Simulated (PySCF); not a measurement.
**NiO₂⁻: structure of the quartet**

Where does quartet NiO₂⁻ go from a linear start, is the end point a minimum, and what are its modes, charges and moments?

Method: PBE0, basis Ni def2-TZVPD, O def2-TZVPD, no relativity, density fitting; program: PySCF 2.14.0.

## Step 1: Where the work starts

3 atoms, charge -1, spin multiplicity 4.

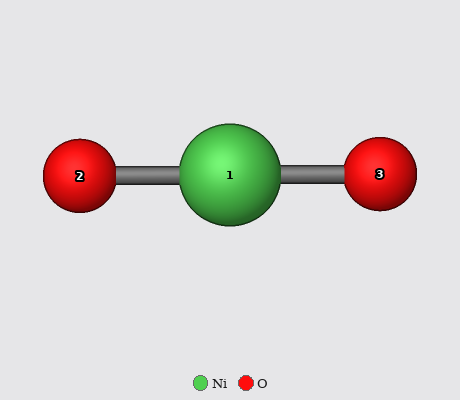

The starting geometry (nickel green, oxygen red); atoms are numbered from 1 in the order of the file.

Coordinates in bohr (charge -1 multiplicity 4):
```
Ni    0.0000    0.0000    0.0000
O     0.0000    0.0000    2.9858
O     0.0000    0.0000   -2.9858
```

## Step 2: First SCF at the start

One driver script runs all steps and calls PySCF; scf.py shows how it sets up the SCF of each step. The optimiser is the driver's own. After this first run the driver tries any further starts and a stability analysis.

Contents of scf.py:

```python
from pyscf import gto, scf, dft
mol = gto.M(atom='''
Ni     0.000000     0.000000     0.000000
O      0.000000     0.000000     1.580000
O      0.000000     0.000000    -1.580000''',
    basis={'Ni': 'def2-TZVPD', 'O': 'def2-TZVPD'},
    charge=-1, spin=3)
mf = dft.UKS(mol, xc='PBE0')
mf.grids.atom_grid = (50, 194)
aux = {'Ni': 'def2-universal-JKFIT', 'O': 'def2-universal-JKFIT'}
mf = mf.density_fit(auxbasis=aux)
mf.conv_tol = 1e-08
mf.diis_space = 10
mf.max_cycle = 60
mf.init_guess = 'minao'
mf.verbose = 4
mf.kernel()
```

Launch:

```sh
$ OMP_NUM_THREADS=4 python axn.py task.json out
```

The log of the run:

```text
init E= -1657.58576432928
[... the frontier-level lines of each cycle are left out ...]
cycle= 1 E= -1633.22776645494  delta_E= 24.4  |g|= 6.43  |ddm|= 40.1
cycle= 2 E= -1579.87449781075  delta_E= 53.4  |g|= 14.7  |ddm|= 40.6
cycle= 3 E= -1630.55887718867  delta_E= -50.7  |g|= 10.8  |ddm|= 10.8
cycle= 4 E= -1637.76609200714  delta_E= -7.21  |g|= 9.48  |ddm|= 2.07
cycle= 5 E= -1647.69437189072  delta_E= -9.93  |g|= 7.09  |ddm|= 5.24
cycle= 6 E= -1649.34820380829  delta_E= -1.65  |g|= 6.07  |ddm|= 1.36
cycle= 7 E= -1655.39142392635  delta_E= -6.04  |g|= 3.72  |ddm|=  7.3
cycle= 8 E= -1657.85443223076  delta_E= -2.46  |g|= 1.52  |ddm|= 1.47
cycle= 9 E= -1658.13083786517  delta_E= -0.276  |g|=  1.1  |ddm|= 0.543
cycle= 10 E= -1658.14948260138  delta_E= -0.0186  |g|= 1.09  |ddm|= 0.216
cycle= 11 E= -1658.26829346025  delta_E= -0.119  |g|= 0.875  |ddm|= 0.188
cycle= 12 E= -1658.39877502005  delta_E= -0.13  |g|= 0.252  |ddm|= 0.239
cycle= 13 E= -1658.42044766319  delta_E= -0.0217  |g|= 0.0493  |ddm|= 0.203
cycle= 14 E= -1658.42230447058  delta_E= -0.00186  |g|= 0.0377  |ddm|= 0.0703
cycle= 15 E= -1658.42275344509  delta_E= -0.000449  |g|= 0.0268  |ddm|= 0.0313
cycle= 16 E= -1658.42327389793  delta_E= -0.00052  |g|= 0.00436  |ddm|= 0.0333
cycle= 17 E= -1658.42329492156  delta_E= -2.1e-05  |g|= 0.00432  |ddm|= 0.00899
cycle= 18 E= -1658.42330044161  delta_E= -5.52e-06  |g|= 0.00128  |ddm|= 0.00324
cycle= 19 E= -1658.42330107985  delta_E= -6.38e-07  |g|= 5.38e-05  |ddm|= 0.00131
cycle= 20 E= -1658.42330108503  delta_E= -5.19e-09  |g|= 1.41e-05  |ddm|= 0.000166
Extra cycle  E= -1658.42330108512  delta_E= -9e-11  |g|= 2.95e-05  |ddm|= 3.48e-05
converged SCF energy = -1658.42330108512  <S^2> = 3.779723  2S+1 = 4.014834
```

This step, with its further starts and checks, took 27 s on 4 threads, shared host.

Energies from each starting density:

| start | energy (Eh) |
| --- | --- |
| the minimal-basis guess | -1658.423301 |
| a thermally smeared density | -1658.423301 |
| a smeared PBE density | -1658.423301 |

The test of internal stability and the other starts found no lower solution of this spin.

## Step 3: Linear start, quartet: relaxation

The program finds D∞h symmetry in the start, which this walk keeps.

scf.py: that of step 2 with these lines changed.

```diff
@@ -15 +14,0 @@
-mf.init_guess = 'minao'
```

Energy and gradient, step by step:

| step | energy (Eh) | change (kJ/mol) | largest symmetric gradient (Eh/bohr) |
| --- | --- | --- | --- |
| 0 | -1658.423301 | 0.00 | 0.06312 |
| 1 | -1658.431227 | -20.81 | 0.00714 |
| 2 | -1658.431367 | -21.18 | 0.00152 |
| 3 | -1658.431374 | -21.19 | 0.00006 |

The walk took 16 s.

Positions (Å) and forces (eV/Å) along the way:

```
step 0
Ni   0.000   0.000   0.000   0.000   0.000   0.000
O    0.000   0.000   1.580   0.000   0.000   3.246
O    0.000   0.000  -1.580   0.000   0.000  -3.246
step 1
Ni   0.000   0.000   0.000   0.000   0.000   0.000
O    0.000   0.000   1.664   0.000   0.000  -0.367
O    0.000   0.000  -1.664   0.000   0.000   0.367
step 2
Ni   0.000   0.000   0.000   0.000   0.000   0.000
O    0.000   0.000   1.655   0.000   0.000  -0.078
O    0.000   0.000  -1.655   0.000   0.000   0.078
step 3
Ni   0.000   0.000   0.000   0.000   0.000   0.000
O    0.000   0.000   1.653   0.000   0.000   0.003
O    0.000   0.000  -1.653   0.000   0.000  -0.003
```

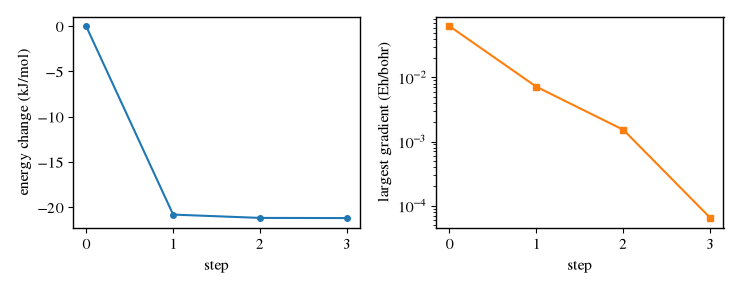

How energy and gradient fall.

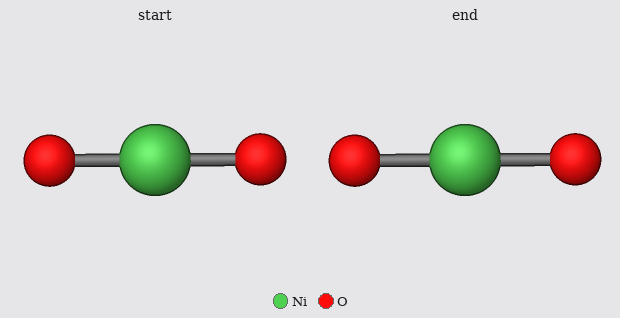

The geometry along the walk, at one scale.

After 3 steps and 21.2 kJ/mol it ends at D∞h: Ni–O 1.653 Å (×2); O–Ni–O 180.0°.

## Step 4: Frequencies

On the finer grid the gradient is checked again; gradients at displacements of ±0.01 bohr then give force constants and infrared intensities.

scf.py: that of step 3 with these lines changed.

```diff
@@ -3,3 +3,3 @@
-Ni     0.000000     0.000000     0.000000
-O      0.000000     0.000000     1.580000
-O      0.000000     0.000000    -1.580000''',
+Ni    -0.000000     0.000000     0.000000
+O      0.000000     0.000000     1.652831
+O     -0.000000    -0.000000    -1.652831''',
@@ -9 +9 @@
-mf.grids.atom_grid = (50, 194)
+mf.grids.atom_grid = (75, 302)
@@ -12 +11,0 @@
-mf.conv_tol = 1e-08
```

This SCF starts from the last density.

Log of the central SCF (cycles and frontier levels):

```text
init E= -1658.43124968988
[... the frontier-level lines of each cycle are left out ...]
cycle= 1 E= -1658.43124968561  delta_E= 4.26e-09  |g|= 0.000118  |ddm|= 6.11e-05
cycle= 2 E= -1658.43124960682  delta_E= 7.88e-08  |g|= 0.000513  |ddm|= 0.000259
cycle= 3 E= -1658.43124968975  delta_E= -8.29e-08  |g|= 3.7e-05  |ddm|= 0.000207
cycle= 4 E= -1658.43124969014  delta_E= -3.84e-10  |g|= 5.19e-06  |ddm|= 1.44e-05
cycle= 5 E= -1658.43124969015  delta_E= -1.52e-11  |g|= 6.74e-07  |ddm|= 2.59e-06
Extra cycle  E= -1658.43124969014  delta_E= 9.09e-12  |g|= 2.42e-06  |ddm|= 1.31e-06
converged SCF energy = -1658.43124969014  <S^2> = 3.7867765  2S+1 = 4.0183462
```

The whole step took 41 s.

Geometry: D∞h; Ni–O 1.653 Å (×2); O–Ni–O 180.0°.

Modes, for the most abundant isotopes:

| symmetry | ω (cm⁻¹) | IR (km/mol) | μ (u) | type |
| --- | --- | --- | --- | --- |
| πu | 167 | 144 | 21.54 | bend |
| σg+ | 775 | 0.0 | 15.99 | stretch |
| σu+ | 877 | 316 | 21.54 | stretch |

Every mode is real; the point is a minimum.

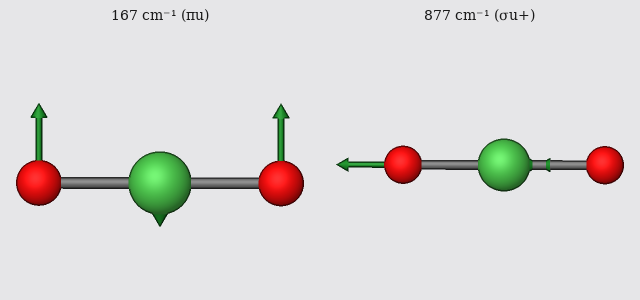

Displacements of 2 of the modes, as arrows (one member where a mode is degenerate).

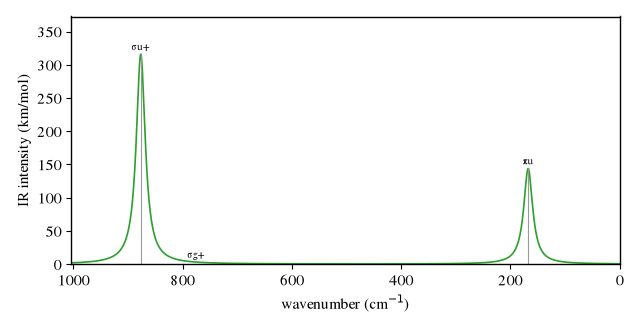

The harmonic infrared spectrum (widths in cm⁻¹). Lines are broadened to a width of 20 cm⁻¹ (Lorentzian).

Properties at this point:

| Quantity | Value |
| --- | --- |
| Dipole moment about the centre of mass | 0.00 D |
| Highest occupied level | -1.38 eV |
| Lowest empty level | 1.73 eV |
| Rotational constants | 0.1929 cm⁻¹ |
| Zero-point energy | 11.9 kJ/mol |
| Principal polarisabilities | 41.9, 41.9, 95.0 bohr³ |
| Principal traceless quadrupole moments about the centre of mass | -21.27, 10.64, 10.64 D Å |
| Entropy at 298.15 K and 1 bar (electronic part: spin only) | 259.3 J/(mol K) |
| Heat capacity Cp at 298.15 K | 50.0 J/(mol K) |
| Enthalpy at 298.15 K above 0 K | 12.28 kJ/mol |
| Rotational symmetry number | 2 |
| Spin squared ⟨S²⟩ | 3.787 |

Charges (e) and bond orders:

```json
{"atom": "Ni1", "Mulliken": "0.62", "Löwdin": "0.42", "polar tensor": "1.04", "spin (Mulliken)": "1.75", "Mayer order to Ni1": "–"}
{"atom": "O2,3", "Mulliken": "-0.81", "Löwdin": "-0.71", "polar tensor": "-1.02", "spin (Mulliken)": "0.63", "Mayer order to Ni1": "1.30"}
```

Outer orbital energies (eV). α occupied: -4.37, -4.37, -3.28, -3.28, -2.94, -2.60, -1.78, -1.78; empty: 4.15, 4.78, 4.86, 4.86. β occupied: -4.91, -3.65, -3.65, -3.02, -3.02, -2.18, -1.38, -1.38; empty: 1.73, 3.04, 3.04, 4.50.

Mulliken populations on Ni1: s 6.69, p 12.30, d 8.39, f 0.00.

## Step 5: Real-space pictures of the lowest minimum

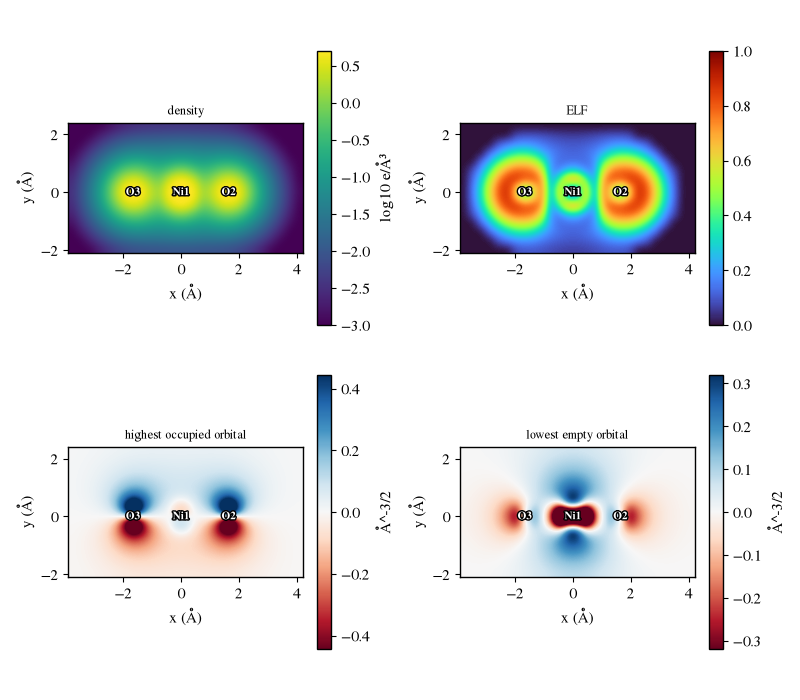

The plane holds Ni1 at (0.00, 0.00), O2 at (1.65, 0.00), O3 at (-1.65, 0.00) Å. ELF is set to 0 where the density is under 0.005 e/Å³; an orbital's overall sign is arbitrary.

Along Ni1–O2 (1.653 Å) the density is least, 1.34 e/Å³, about 0.83 Å from Ni1; ELF there is 0.23.

Making the fields took 1.7 s.

## Step 6: Outcome

```
                                          quantity                             value
                                           minimum                      quartet, D∞h
                                          geometry  Ni–O 1.653 Å (×2); O–Ni–O 180.0°
                                wavenumbers (cm⁻¹)    167 (πu), 775 (σg+), 877 (σu+)
                    dipole moment (centre of mass)                            0.00 D
highest occupied, lowest empty level (either spin)                    -1.38, 1.73 eV
                        polar-tensor charge of Ni1                           +1.04 e
                                 zero-point energy                       11.9 kJ/mol
                               entropy at 298.15 K                   259.3 J/(mol K)
                                              ⟨S²⟩                             3.787
```

The molecule stays D∞h, as typed, and the end point is a minimum. In the infrared the band at 877 cm⁻¹ (σu+, stretch) leads. Most of the spin sits on Ni1 (Mulliken spin 1.75, against 3 for the whole molecule). Other starts or spin states, not run here, may lie lower. One determinant may miss the lowest occupation of an open d or f shell.

The search up to here took 85 s on 4 threads, shared host.
